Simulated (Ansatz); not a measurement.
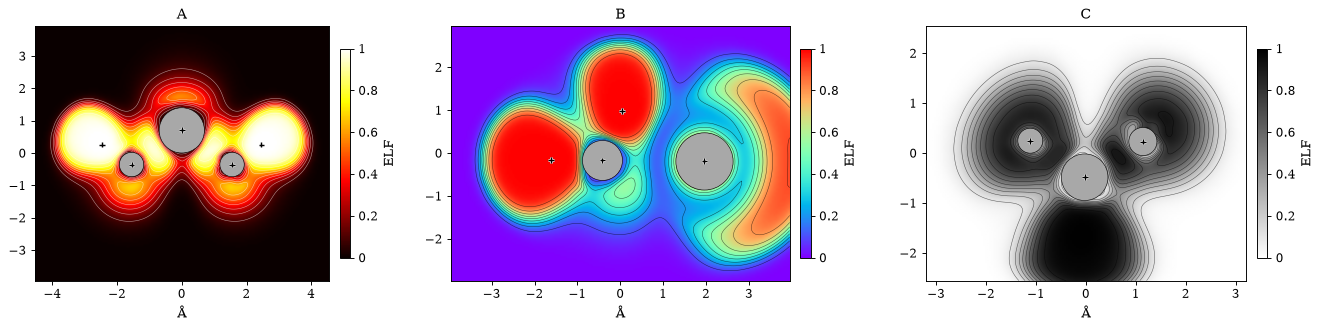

The ELF of 3 systems, each on a plane through atoms (crosses mark nuclei in the plane; grey discs cover the cores).

The calculation used Ansatz 0.2.0, isolated molecule in a Gaussian basis; Kohn-Sham density functional theory, functional PBE0.

System 1: C2H6ClSi (doublet), the plane of atoms C1, Si4 and C2. Geometry: r2SCAN-D4/def2-SVP.

```json
{"atom": "C", "x (Å)": "-0.0693", "y (Å)": "-0.6468", "z (Å)": "0.1030"}
{"atom": "C", "x (Å)": "-1.3836", "y (Å)": "1.5189", "z (Å)": "-1.6959"}
{"atom": "Cl", "x (Å)": "-0.0316", "y (Å)": "2.4192", "z (Å)": "1.0834"}
{"atom": "Si", "x (Å)": "-1.0950", "y (Å)": "0.9267", "z (Å)": "0.0635"}
{"atom": "H", "x (Å)": "0.8971", "y (Å)": "-0.4798", "z (Å)": "-0.4044"}
{"atom": "H", "x (Å)": "0.1383", "y (Å)": "-0.9679", "z (Å)": "1.1349"}
{"atom": "H", "x (Å)": "-0.5948", "y (Å)": "-1.4654", "z (Å)": "-0.4152"}
{"atom": "H", "x (Å)": "-0.4160", "y (Å)": "1.6845", "z (Å)": "-2.2015"}
{"atom": "H", "x (Å)": "-1.9495", "y (Å)": "0.7674", "z (Å)": "-2.2701"}
{"atom": "H", "x (Å)": "-1.9456", "y (Å)": "2.4648", "z (Å)": "-1.7167"}
```

System 2: BFO (SMILES O=BF) (triplet), the molecular plane. Geometry: PBE0-D3(BJ)/def2-SVP.

| atom | x (Å) | y (Å) | z (Å) |
| --- | --- | --- | --- |
| B | -0.5130 | -3.0376 | 0.8318 |
| F | -0.1540 | -2.7447 | -0.3955 |
| O | -1.8555 | -2.9348 | 1.0725 |

System 3: BH4In, the plane of atoms In2, B1 and H3. Geometry: PBE0-D4/def2-TZVP; core potentials replace the inner electrons of In.

```xyz
6

B     0.4775   -0.4643    0.6197
In   -1.0404   -1.9066   -0.5093
H     0.5742   -1.6378    1.0314
H    -0.7043   -0.1030    0.7896
H     0.6927   -0.4786   -0.6089
H     1.2434    0.2634    1.1893
```

**Match each panel to its system.**

Panel A is system 1, C2H6ClSi: the plane holds C, Si and H. C–Si (1.88 Å): the ELF peaks at about 0.95 between the atoms; a shared electron pair. Panel B is system 3, BH4In: the plane holds B, In and H. In–B (2.38 Å): the ELF is about 0.15 at the midpoint. Panel C is system 2, BFO: the plane holds B, F and O. B–F (1.31 Å): the ELF peaks at about 0.85 between the atoms: a shared but strongly polarised pair.
